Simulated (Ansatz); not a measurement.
# BC3: a trial structure relaxed

The task: take a trial cell of BC3 to zero force and stress.

Program: Ansatz 0.2.0. Level of theory: DFT PBE, scalar-relativistic, plane waves, PAW. These are calculated values, not measurements.

## (1) The system as given

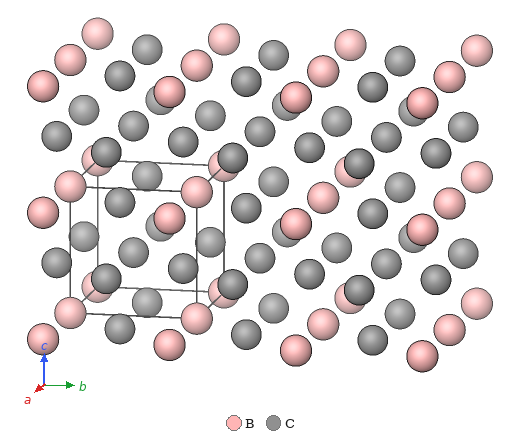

Start, viewed slightly off an axis; boron pink, carbon grey. 2×3×2 cells are drawn. Atoms on the faces are drawn again on the opposite ones.

Coordinates:

```cif
data_structure
_symmetry_space_group_name_H-M 'P 1'
_symmetry_Int_Tables_number 1
_cell_length_a 3.5153
_cell_length_b 3.5153
_cell_length_c 3.5153
_cell_angle_alpha 90.000
_cell_angle_beta 90.000
_cell_angle_gamma 90.000
_cell_volume 43.44
loop_
_atom_site_label
_atom_site_type_symbol
_atom_site_fract_x
_atom_site_fract_y
_atom_site_fract_z
_atom_site_occupancy
B1 B 0.00000 0.00000 0.00000 1
C1 C 0.50000 0.50000 0.00000 1
C2 C 0.50000 0.00000 0.50000 1
C3 C 0.00000 0.50000 0.50000 1
```

Recipe of the guess: species swapped into a database cell of ZnPt3 (Pm-3m, No. 221), with B on the Zn sites and C on the Pt sites. Its size is a rough estimate.

## (2) Probe: one point on a coarse mesh

Input file input.yaml:

```yaml
crystal:
  lattice:
    - [3.51534806, 0.0, 0.0]
    - [0.0, 3.51534806, 0.0]
    - [0.0, 0.0, 3.51534806]
  atoms:
    - { symbol: B, position: [0.0, 0.0, 0.0] }
    - { symbol: C, position: [0.5, 0.5, 0.0] }
    - { symbol: C, position: [0.5, 0.0, 0.5] }
    - { symbol: C, position: [0.0, 0.5, 0.5] }
basis:
  ecutwfc: 420
kpoints:
  mp_grid: { grid: [6, 6, 6] }
hamiltonian:
  xc: pbe
scf:
  occupations: { method: gaussian, width: 0.1 }
  lower_state_search: "off"
output:
  forces: true
  stress: true
  eigenvalues: true
```

Started as:

```bash
$ ansatz run input.yaml --threads 1 --pin off --max-ram 2048MiB --backend cpu --events-out ev --progress --plain --runs-dir out
```

Log, shortened:

```text
[...]
SCF converged after 6 iterations
Free energy (F): -891.200250 eV
[...]
E sigma→0 (E₀):  -891.195955 eV
Entropy (-TS):   -0.008589 eV (-2.147 meV/atom)
Fermi energy:    5.300512 eV
[...]
--- Forces (eV/Å), atoms counted from 1 ---
  atom   1  B      0.00000000     0.00000000     0.00000000
  atom   2  C      0.00000000     0.00000000    -0.00000000
  atom   3  C      0.00000000    -0.00000000     0.00000000
  atom   4  C      0.00000000     0.00000000    -0.00000000
[...]
--- Stress (GPa, compression-positive) ---
      -30.967643       0.000000       0.000000
        0.000000     -30.967643       0.000000
        0.000000       0.000000     -30.967643
  P = ⅓ Tr σ = -30.9676 GPa (-309.676 kbar)
--- Band table (eV; the first three rows and the last of 20) ---
  k-point 0: bands = ["-8.8231", "-1.0825", "-1.0825", "1.2227", "1.2227", "1.2227", "3.1746", "6.9393", "6.9393", "6.9393", "8.0397", "8.0397"]
[...]
```

Wall time 1.8 s (1 thread of Arm Neoverse V1, shared host); peak memory 0.26 GiB.

Read-out: pressure -31.0 GPa, largest force 0.00 eV/Å, gap on this mesh none (metal). A guess like this is first relaxed loosely on the coarse mesh.

## (3) Spin check on a coarse mesh

Changes to input.yaml since step 2:

```diff
@@ -7,5 +7,5 @@
     - { symbol: B, position: [0.0, 0.0, 0.0] }
-    - { symbol: C, position: [0.5, 0.5, 0.0] }
-    - { symbol: C, position: [0.5, 0.0, 0.5] }
-    - { symbol: C, position: [0.0, 0.5, 0.5] }
+    - { symbol: C, position: [0.5, 0.5, 0.0], spin: 1.0 }
+    - { symbol: C, position: [0.5, 0.0, 0.5], spin: 1.0 }
+    - { symbol: C, position: [0.0, 0.5, 0.5], spin: 1.0 }
 basis:
@@ -23 +23,4 @@
   eigenvalues: true
+  populations: true
+magnetization:
+  spin_polarized: true
```

Started as:

```bash
$ ansatz run input.yaml --threads 1 --pin off --max-ram 2048MiB --backend cpu --events-out ev --progress --plain --runs-dir out
```

Log, shortened:

```text
[...]
SCF converged after 18 iterations
Magnetization: 0.0000 μB (7.5000 up, 7.5000 down)
Absolute magnetization: 0.0000 μB (∫|ρ↑−ρ↓|, with the PAW one-centre terms)
Spin contamination: 0.0000 ħ² per cell (⟨S²⟩ above its minimum at these occupations)
Per-site moments (μB) at R_I (Å): [(3.6051582740294136e-7, 1.025362161226002), (-3.861458063543275e-8, 1.025362161226002), (-3.8614580643005035e-8, 1.025362161226002), (-3.861458065088557e-8, 1.025362161226002)]
Free energy (F): -891.200250 eV
[...]
E sigma→0 (E₀):  -891.195955 eV
Entropy (-TS):   -0.008589 eV (-2.147 meV/atom)
Fermi energy:    5.300512 eV
[...]
--- Forces (eV/Å), atoms counted from 1 ---
  atom   1  B     -0.00000000     0.00000000    -0.00000000
  atom   2  C      0.00000000     0.00000000    -0.00000000
  atom   3  C      0.00000000    -0.00000000     0.00000000
  atom   4  C      0.00000000    -0.00000000     0.00000000
[...]
--- Stress (GPa, compression-positive) ---
      -30.967648       0.000000       0.000000
        0.000000     -30.967648       0.000000
        0.000000       0.000000     -30.967648
  P = ⅓ Tr σ = -30.9676 GPa (-309.676 kbar)
--- Band table (eV; the first three rows and the last of 40) ---
  k-point 0 ↑: bands = ["-8.8231", "-1.0825", "-1.0825", "1.2227", "1.2227", "1.2227", "3.1746", "6.9393", "6.9393", "6.9393", "8.0397", "8.0397", "8.0397"]
[...]
--- Löwdin populations: 4 sites ---
  site symbol       q [e]    m [muB]
     0      B      2.8525     0.0000
     1      C      4.0324    -0.0000
     2      C      4.0324    -0.0000
     3      C      4.0324    -0.0000
  spilling = 0.003359 (of n_electrons = 15.000000)
```

Wall time 3.3 s (1 thread of Arm Neoverse V1, shared host); peak memory 0.27 GiB.

Per atom:

```csv
atom,Löwdin electrons
B1,2.85
C2,4.03
C3,4.03
C4,4.03
```

The same cell is solved with trial moments on C. The largest site moment that stays is 0.00 μB and the cell's total 0.00 μB. The workflow keeps spin only above 0.25 μB on a site, so the next run goes without spin.

## (4) A loose first relaxation

Input file input.yaml:

```yaml
crystal:
  lattice:
    - [3.51534806, 0.0, 0.0]
    - [0.0, 3.51534806, 0.0]
    - [0.0, 0.0, 3.51534806]
  atoms:
    - { symbol: B, position: [0.0, 0.0, 0.0] }
    - { symbol: C, position: [0.5, 0.5, 0.0] }
    - { symbol: C, position: [0.5, 0.0, 0.5] }
    - { symbol: C, position: [0.0, 0.5, 0.5] }
basis:
  ecutwfc: 420
kpoints:
  mp_grid: { grid: [6, 6, 6] }
hamiltonian:
  xc: pbe
scf:
  occupations: { method: gaussian, width: 0.1 }
  lower_state_search: "off"
output:
  forces: true
  stress: true
  eigenvalues: true
relax:
  adjacent_minimum: "off"
  f_tol: 0.04
  max_steps: 70
  cell: { stress_tol: 0.4 }
```

Started as:

```bash
$ ansatz run input.yaml --threads 1 --pin off --max-ram 2048MiB --backend cpu --events-out ev --progress --plain --runs-dir out
```

Log:

```text
Warning: RAYON_NUM_THREADS=1 ignored (pool sized by the plan → 1); use --threads N
Engine: ansatz 0.2.0, aarch64-unknown-linux-gnu
Pseudopotentials: kind: paw
Pseudopotential: B, paw, valence charge 3, recommended cutoff 420 eV (normal), B.paw.azcp
Pseudopotential: C, paw, valence charge 4, recommended cutoff 420 eV (normal), C.paw.azcp
Functional definition: PBE
  parameter kappa = 0.804
  parameter beta = 0.06672455060314922
  exchange = pbe_x(kappa = kappa, mu = beta*pi^2/3)
  correlation = pbe_c(beta = beta)
Crystal: 4 atoms, lattice volume = 43.442 Å³
Basis set: ecut = 420 eV, 847 PW (Γ), exchange–correlation on 48×48×48 points (8 copies of the dense FFT grid, shifted against one another)
Bands: 12, of which v1, the nominal top of the filled ones, is band 8 counted from 1 (7 counted from 0)
Symmetry: 48 space group operations
Space group: Pm-3m (ITA 221), of the structure as read, at distance tolerance 3.5e-5 Å
k-points: 20 of 216
Non-local potential: B, projectors of the file, l = 0: 2, l = 1: 2, l = 2: 1
Non-local potential: C, projectors of the file, l = 0: 2, l = 1: 2, l = 2: 1
PAW form: soft (Blöchl's): semilocal exchange-correlation on the pseudo side does not see the compensation charge
PAW one-centre angular grid: B, 110 points (default); XC on 64 Gauss nodes
PAW one-centre angular grid: C, 110 points (default); XC on 64 Gauss nodes
Initial density: superposition of atomic densities (neutral atoms: chi_scale 0, normalization atom), corrected by the library's trained network
Initial wavefunctions: pseudopotential atomic-orbital guess
Functional: x = pbe(κ = 0.804, μ = 0.2195149727645171), c = pbe(β = 0.06672455060314922)
SCF iter   1: F=—  HF=-891.203459 eV  |F-HF|=—  |Δ(HF+E_count)|=         —  Δρ=3.43e-3  dr2=5.51e-3  ethr=1.77e-3  ⟨swp⟩=3.6  Hψ=1089  notcnv=0
preconditioner: auto → none  [insulator: Δε(μ)=0.115 eV  Ē_g=7.471 eV  σ=0.100 eV  W_gap=0.54  n_scr=6 (ndim 8)  ℏωp=21.8 eV  f_vac=0.000  D(μ)=1.72/eV (n_scr^D=18)  ε∞_Penn≈9.5]
SCF iter   2: F=—  HF=-891.200033 eV  |F-HF|=—  |Δ(HF+E_count)|=   3.43e-3  Δρ=1.28e-3  dr2=4.43e-4  ethr=3.68e-5  ⟨swp⟩=1.4  Hψ=430  notcnv=0
SCF iter   3: F=—  HF=-891.200112 eV  |F-HF|=—  |Δ(HF+E_count)|=   7.85e-5  Δρ=3.56e-4  dr2=3.71e-5  ethr=2.95e-6  ⟨swp⟩=2.0  Hψ=391  notcnv=0
SCF iter   4: F=—  HF=-891.200249 eV  |F-HF|=—  |Δ(HF+E_count)|=   1.37e-4  Δρ=5.92e-5  dr2=7.90e-7  ethr=2.48e-7  ⟨swp⟩=2.5  Hψ=372  notcnv=0
iter 5 did not close the SCF: its close was put off for the readings that it lacked (scf_convergence_deferred on its scf_iter line)
SCF iter   5: F=-891.200250 eV  HF=-891.200250 eV  |F-HF|=1.71e-10  |Δ(HF+E_count)|=   7.46e-7  Δρ=2.91e-6  dr2=2.38e-9  ethr=5.26e-9  ⟨swp⟩=2.9  Hψ=399  notcnv=0
SCF iter   6: F=-891.200250 eV  HF=-891.200250 eV  |F-HF|=9.37e-11  |Δ(HF+E_count)|=  7.24e-10  Δρ=5.57e-7  dr2=2.93e-11  ethr=1.58e-11  ⟨swp⟩=1.4  Hψ=770  notcnv=0
SCF 1 converged in 6 iterations: F = -891.200250 eV  dr2 = 2.93e-11
relax step   1: F+E_penalty+E_count = -891.20024978 eV  Δ(F+E_penalty+E_count) = +0.000e0 eV  max|allowed force component| = 1.778e-29 eV/Å  Δτ_max = 0.0000 Å  P = -30.968 GPa  Ω = 43.442 Å³  (6 SCF iters, dr2 threshold 1.00e-7 eV, accepted)
Crystal: 4 atoms, lattice volume = 37.393 Å³
Basis set: ecut = 420 eV, 739 PW (Γ), exchange–correlation on 48×48×48 points (8 copies of the dense FFT grid, shifted against one another)
Initial density: handed on by an earlier stage of this run
Initial wavefunctions: those handed on with the density
iter 1 solved again at ethr=1.40e-4 eV; its pass at ethr=3.10e-3 eV (dr2=2.10e-2 eV) is discarded
SCF iter   1: F=—  HF=-892.326825 eV  |F-HF|=—  |Δ(HF+E_count)|=         —  Δρ=7.30e-3  dr2=2.08e-2  ethr=1.40e-4  ⟨swp⟩=1.0  Hψ=1826  notcnv=0
preconditioner: auto → none  [insulator: Δε(μ)=0.114 eV  Ē_g=8.204 eV  σ=0.100 eV  W_gap=0.53  n_scr=6 (ndim 8)  ℏωp=23.5 eV  f_vac=0.000  D(μ)=2.89/eV (n_scr^D=26)  ε∞_Penn≈9.2]
SCF iter   2: F=—  HF=-892.322314 eV  |F-HF|=—  |Δ(HF+E_count)|=   4.51e-3  Δρ=2.04e-3  dr2=1.31e-3  ethr=1.39e-4  ⟨swp⟩=2.2  Hψ=344  notcnv=0
SCF iter   3: F=—  HF=-892.322251 eV  |F-HF|=—  |Δ(HF+E_count)|=   6.26e-5  Δρ=4.08e-4  dr2=4.34e-5  ethr=8.72e-6  ⟨swp⟩=2.1  Hψ=392  notcnv=0
SCF iter   4: F=—  HF=-892.322302 eV  |F-HF|=—  |Δ(HF+E_count)|=   5.08e-5  Δρ=8.02e-5  dr2=1.04e-6  ethr=2.89e-7  ⟨swp⟩=2.1  Hψ=384  notcnv=0
iter 5 did not close the SCF: its close was put off for the readings that it lacked (scf_convergence_deferred on its scf_iter line)
SCF iter   5: F=-892.322303 eV  HF=-892.322303 eV  |F-HF|=3.12e-9  |Δ(HF+E_count)|=   1.17e-6  Δρ=4.58e-6  dr2=2.77e-9  ethr=6.96e-9  ⟨swp⟩=2.5  Hψ=404  notcnv=0
SCF iter   6: F=-892.322303 eV  HF=-892.322303 eV  |F-HF|=8.75e-12  |Δ(HF+E_count)|=   3.37e-9  Δρ=5.04e-7  dr2=7.17e-11  ethr=1.85e-11  ⟨swp⟩=1.0  Hψ=713  notcnv=0
the search or the solves at the SCF's close seem to have found levels that the self-consistency loop had missed (the run counts 1). By its estimate they hold under 1e-12 electrons; where the run keeps them, the occupations were computed again with them
SCF 2 converged in 6 iterations: F = -892.322303 eV  dr2 = 7.17e-11
relax step   2: F+E_penalty+E_count = -892.32230293 eV  Δ(F+E_penalty+E_count) = -1.122e0 eV  max|allowed force component| = 2.613e-30 eV/Å  Δτ_max = 0.0000 Å  P = -28.000 GPa  Ω = 37.393 Å³  energy of the carried Pulay correction = +1.021e-2 eV  (6 SCF iters, dr2 threshold 4.00e-7 eV, accepted)
Crystal: 4 atoms, lattice volume = 31.934 Å³
Basis set: ecut = 420 eV, 619 PW (Γ), exchange–correlation on 48×48×48 points (8 copies of the dense FFT grid, shifted against one another)
iter 1 solved again at ethr=1.90e-4 eV; its pass at ethr=3.10e-3 eV (dr2=2.85e-2 eV) is discarded
SCF iter   1: F=—  HF=-893.183021 eV  |F-HF|=—  |Δ(HF+E_count)|=         —  Δρ=9.75e-3  dr2=2.83e-2  ethr=1.90e-4  ⟨swp⟩=1.0  Hψ=1844  notcnv=0
preconditioner: auto → none  [metal: Δε(μ)=0.045 eV  Ē_g=9.211 eV  σ=0.100 eV  W_gap=0.25  n_scr=6 (ndim 8)  ℏωp=25.4 eV  f_vac=0.000  D(μ)=2.61/eV (n_scr^D=26)]
SCF iter   2: F=—  HF=-893.176972 eV  |F-HF|=—  |Δ(HF+E_count)|=   6.05e-3  Δρ=3.02e-3  dr2=2.45e-3  ethr=1.88e-4  ⟨swp⟩=2.0  Hψ=336  notcnv=0
SCF iter   3: F=—  HF=-893.176782 eV  |F-HF|=—  |Δ(HF+E_count)|=   1.89e-4  Δρ=4.39e-4  dr2=3.65e-5  ethr=1.63e-5  ⟨swp⟩=2.3  Hψ=391  notcnv=0
SCF iter   4: F=—  HF=-893.176795 eV  |F-HF|=—  |Δ(HF+E_count)|=   1.32e-5  Δρ=5.44e-5  dr2=8.97e-7  ethr=2.43e-7  ⟨swp⟩=2.4  Hψ=397  notcnv=0
iter 5 did not close the SCF: its close was put off for the readings that it lacked (scf_convergence_deferred on its scf_iter line)
SCF iter   5: F=-893.176795 eV  HF=-893.176795 eV  |F-HF|=3.63e-9  |Δ(HF+E_count)|=   1.36e-8  Δρ=6.45e-6  dr2=4.04e-9  ethr=5.98e-9  ⟨swp⟩=2.5  Hψ=377  notcnv=0
SCF iter   6: F=-893.176795 eV  HF=-893.176795 eV  |F-HF|=8.66e-11  |Δ(HF+E_count)|=   4.12e-9  Δρ=7.19e-7  dr2=4.70e-11  ethr=2.70e-11  ⟨swp⟩=1.0  Hψ=703  notcnv=0
SCF 3 converged in 6 iterations: F = -893.176795 eV  dr2 = 4.70e-11
relax step   3: F+E_penalty+E_count = -893.17679529 eV  Δ(F+E_penalty+E_count) = -8.545e-1 eV  max|allowed force component| = 1.438e-30 eV/Å  Δτ_max = 0.0000 Å  P = -19.955 GPa  Ω = 31.934 Å³  energy of the carried Pulay correction = +2.084e-2 eV  (6 SCF iters, dr2 threshold 4.00e-7 eV, accepted)
[... 12 lines left out ...]
relax step   4: F+E_penalty+E_count = -893.52163399 eV  Δ(F+E_penalty+E_count) = -3.448e-1 eV  max|allowed force component| = 5.054e-31 eV/Å  Δτ_max = 0.0000 Å  P = +1.572 GPa  Ω = 27.033 Å³  energy of the carried Pulay correction = +3.178e-2 eV  (6 SCF iters, dr2 threshold 4.00e-7 eV, accepted)
[... 13 lines left out ...]
relax step   5: F+E_penalty+E_count = -893.52216109 eV  Δ(F+E_penalty+E_count) = -5.271e-4 eV  max|allowed force component| = 3.575e-31 eV/Å  Δτ_max = 0.0000 Å  P = -0.058 GPa  Ω = 27.263 Å³  energy of the carried Pulay correction = +3.123e-2 eV  (6 SCF iters, dr2 threshold 4.00e-7 eV, accepted)
[... 11 lines left out ...]
relax step   6: F+E_penalty+E_count = -893.51383966 eV  Δ(F+E_penalty+E_count) = +8.321e-3 eV  max|allowed force component| = 2.260e-31 eV/Å  Δτ_max = 0.0000 Å  P = -0.432 GPa  Ω = 27.263 Å³  stress off target by 4.32e-1 GPa  SCF on the basis re-selected at this cell (its energy is not comparable with the rows above)  (6 SCF iters)
[... 14 lines left out ...]
relax step   7: F+E_penalty+E_count = -893.51413169 eV  Δ(F+E_penalty+E_count) = -2.920e-4 eV  max|allowed force component| = 7.765e-31 eV/Å  Δτ_max = 0.0000 Å  P = +0.003 GPa  Ω = 27.201 Å³  energy of the carried Pulay correction = +2.099e-4 eV  (6 SCF iters, dr2 threshold 4.00e-7 eV, accepted)
iter 1 solved again at ethr=9.98e-9 eV; its pass at ethr=3.10e-3 eV (dr2=1.50e-6 eV) is discarded
SCF iter   1: F=—  HF=-893.513945 eV  |F-HF|=—  |Δ(HF+E_count)|=         —  Δρ=1.33e-5  dr2=6.15e-9  ethr=9.98e-9  ⟨swp⟩=3.0  Hψ=1986  notcnv=0
iter 2 did not close the SCF: its close was put off for the readings that it lacked (scf_convergence_deferred on its scf_iter line)
SCF iter   2: F=-893.513938 eV  HF=-893.513938 eV  |F-HF|=6.43e-9  |Δ(HF+E_count)|=   6.76e-6  Δρ=6.69e-6  dr2=1.42e-9  ethr=4.10e-11  ⟨swp⟩=2.4  Hψ=396  notcnv=0
iter 3 did not close the SCF: its close was put off for the readings that it lacked (scf_convergence_deferred on its scf_iter line)
SCF iter   3: F=-893.513938 eV  HF=-893.513938 eV  |F-HF|=1.00e-11  |Δ(HF+E_count)|=   6.64e-9  Δρ=4.80e-7  dr2=2.84e-11  ethr=9.45e-12  ⟨swp⟩=2.0  Hψ=394  notcnv=0
iter 4 did not close the SCF: its close was put off for the readings that it lacked (scf_convergence_deferred on its scf_iter line)
SCF iter   4: F=-893.513938 eV  HF=-893.513938 eV  |F-HF|=5.68e-13  |Δ(HF+E_count)|=  2.27e-11  Δρ=8.90e-8  dr2=7.82e-13  ethr=1.00e-12  ⟨swp⟩=1.1  Hψ=250  notcnv=0
iter 5 did not close the SCF: its close was put off for the readings that it lacked (scf_convergence_deferred on its scf_iter line)
SCF iter   5: F=-893.513938 eV  HF=-893.513938 eV  |F-HF|=1.14e-13  |Δ(HF+E_count)|=  4.55e-13  Δρ=1.24e-8  dr2=1.59e-14  ethr=1.00e-12  ⟨swp⟩=1.0  Hψ=240  notcnv=0
SCF iter   6: F=-893.513938 eV  HF=-893.513938 eV  |F-HF|=1.14e-13  |Δ(HF+E_count)|=  1.14e-13  Δρ=2.97e-9  dr2=2.14e-15  ethr=1.00e-12  ⟨swp⟩=1.0  Hψ=560  notcnv=0
SCF 8 converged in 6 iterations: F = -893.513938 eV  dr2 = 2.14e-15
relax step   8: F+E_penalty+E_count = -893.51393787 eV  Δ(F+E_penalty+E_count) = +1.938e-4 eV  max|allowed force component| = 1.385e-30 eV/Å  Δτ_max = 0.0000 Å  P = -0.009 GPa  Ω = 27.201 Å³  stress off target by 8.83e-3 GPa  SCF on the basis re-selected at this cell (its energy is not comparable with the rows above)  (6 SCF iters)
basis re-selected at this cell: Δ(F+E_penalty+E_count) = +1.938e-4 eV, ΔP = -0.012 GPa vs the last step (what re-selecting the basis moved, of the pressure what is left beyond the Pulay correction that the steps carried, after the strain that the cell walked since its last selection, with what the two solves' SCF thresholds leave and, on support functions, any second-order correction that the steps lacked; it is no measure of the basis error at this ecutwfc). This SCF's stress stands 8.83e-3 GPa from its target on what of the cell is left free (relax.cell.stress_tol is 4.00e-1 GPa) and its largest allowed force component is 1.38e-30 eV/Å (relax.f_tol is 4.00e-2 eV/Å): within both
SCF converged after 6 iterations
Free energy (F): -893.513938 eV
Harris-Foulkes:  -893.513938 eV  (|F-HF|=1.14e-13)
Internal energy: -893.504032 eV  (E = F + TS)
E sigma→0 (E₀):  -893.508985 eV
Entropy (-TS):   -0.009905 eV (-2.476 meV/atom)
Fermi energy:    11.840112 eV
--- Per-component energies (eV) ---
  E_band       = 65.171538
  E_kinetic    = 282.560426
  E_local      = -132.035568  (includes V_loc(G=0)·N_el)
  E_nonlocal   = 97.675260
  E_hartree    = 21.187894
  E_xc         = -171.103279
  E_vxc        = -210.138176  (∫ρ·V_xc dr)
  E_paw        = -370.330710  (= ΣΔE_a)
  E_vpaw       = -15.266194  (= ΣTr[D̂ρ^β])
  E_aug_tail   = 0.000004  (compensation charges beyond the density's cutoff)
  E_ewald      = -621.458059
  E_smearing   = -0.009905  (= −TS)
  E_closure    = -0.000000  (closes the sum)
  Σ components = -893.513938   (vs F -893.513938, Δ=0.00e0)
--- Forces (eV/Å), atoms counted from 1 ---
  atom   1  B      0.00000000    -0.00000000    -0.00000000
  atom   2  C      0.00000000     0.00000000    -0.00000000
  atom   3  C     -0.00000000    -0.00000000    -0.00000000
  atom   4  C      0.00000000     0.00000000     0.00000000
  max |Σ_I F_I| component: 1.30e-30 eV/Å
--- Stress (GPa, compression-positive) ---
       -0.008830      -0.000000      -0.000000
       -0.000000      -0.008830      -0.000000
       -0.000000      -0.000000      -0.008830
  P = ⅓ Tr σ = -0.0088 GPa (-0.088 kbar)
--- Band table (eV; the first three rows and the last of 20) ---
  k-point 0: bands = ["-7.5222", "4.6483", "4.6483", "4.6483", "6.2580", "6.2580", "10.6507", "14.0546", "14.0546", "14.0546", "15.4881", "15.4881"]
  k-point 1: bands = ["-7.1423", "1.7750", "5.0486", "5.0486", "6.5077", "8.3680", "12.0482", "13.1724", "13.1724", "13.2559", "14.7118", "15.3177"]
  k-point 2: bands = ["-6.0167", "-1.4076", "6.2282", "6.2282", "7.1629", "9.7896", "10.7122", "10.7122", "11.7008", "13.0641", "15.4431", "15.9870"]
  k-point 19: bands = ["2.0154", "2.0154", "2.0154", "2.3585", "2.6045", "2.6045", "2.6045", "6.7681", "18.4791", "18.4791", "18.4791", "18.5394"]
--- Relaxed structure (6 steps of the walk, 6 accepted, 2 SCFs on fresh bases) ---
  F+E_penalty+E_count = -893.51393787 eV   max|allowed force component| = 1.385e-30 eV/Å   (the final SCF, on the basis selected at the relaxed cell)
  cell:  # Å, volume = 27.2014 Å³
    - [3.0074417549824513, -6.0937627146627384e-34, -3.370377402677663e-33]
    - [-9.579495296301097e-35, 3.0074417549824513, 2.5679065925163143e-34]
    - [-4.397540039684188e-33, 0.0, 3.0074417549824513]
  atoms:
    - { symbol: B, position: [-2.876281959981194e-34, -6.848290380907862e-35, -9.131053841212039e-36] }
    - { symbol: C, position: [0.5, 0.5, 9.131053841212364e-36] }
    - { symbol: C, position: [0.5, 3.195868844423938e-35, 0.5] }
    - { symbol: C, position: [9.587606533272298e-35, 0.5, 0.5] }
```

It took 6.1 s on 1 thread of Arm Neoverse V1, shared host; peak memory 0.28 GiB.

Relaxation path:

```
step  energy from step 1 (eV/cell)  largest force component (eV/Å)  pressure (GPa)  volume (Å³)
   1                        0.0000                          0.0000          -30.97        43.44
   2                       -1.1221                          0.0000          -28.00        37.39
   3                       -1.9765                          0.0000          -19.95        31.93
   4                       -2.3214                          0.0000            1.57        27.03
   5                       -2.3219                          0.0000           -0.06        27.26
   6                       -2.3136                          0.0000           -0.43        27.26
   7                       -2.3139                          0.0000            0.00        27.20
   8                       -2.3137                          0.0000           -0.01        27.20
```

Step 1 is the start. Steps 6, 8 each repeat the geometry before them on a plane-wave basis chosen anew, so the energy can jump there without any move.

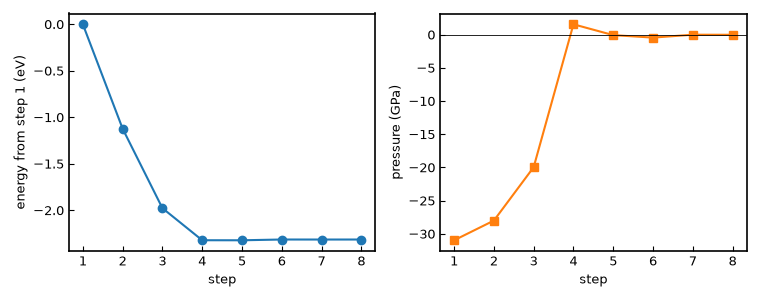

Energy and pressure along the relaxation.

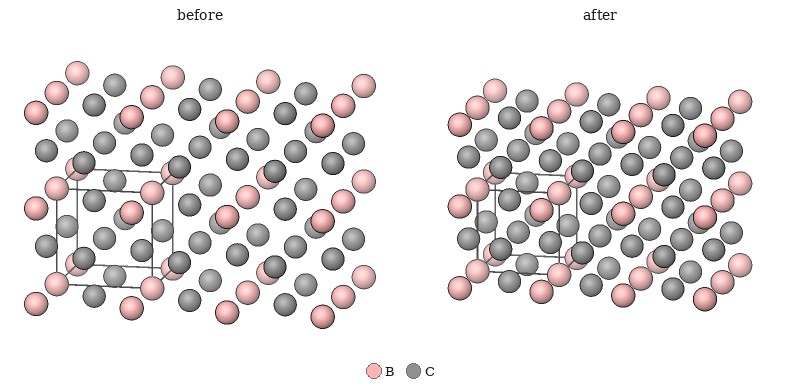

Before and after, at one scale.

|  | before | after | change |
| --- | --- | --- | --- |
| a (Å) | 3.515 | 3.007 | -14.4 % |
| b (Å) | 3.515 | 3.007 | -14.4 % |
| c (Å) | 3.515 | 3.007 | -14.4 % |
| volume (Å³/atom) | 10.86 | 6.80 | -37.4 % |
| shortest distance (Å) | 2.486 | 2.127 | -14.4 % |
| space group (0.01 Å) | Pm-3m | Pm-3m | same |

Forces and stress were held to the start's 48 operations: a distortion of lower symmetry was not tested.

[end of part 1 of 2]
